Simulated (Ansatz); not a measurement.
The starting structures come from a database of crystals and need not be the phases stable at ambient conditions.

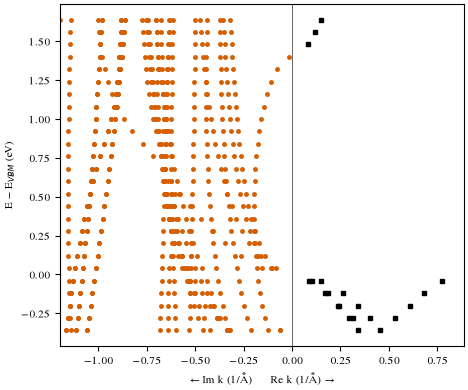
Figure. Complex bands at the centre of the two-dimensional zone; Ansatz (a first-principles code) with r2SCAN

The gap is the functional's own. No spin-orbit coupling. Mid-gap values are interpolated on the energy grid.

### Question
This is K2SnBr6 (Fm-3m, not sure to be the ambient phase, 9 atoms a cell, 32.6 Å³ an atom) along the normal of (110). Read off the slowest decay at the centre of the two-dimensional zone at 0.68 eV, the computed energy nearest the middle of the gap.

### Answer
κ ≈ 0.19 1/Å, a decay length 1/(2κ) of the density of 2.6 Å.
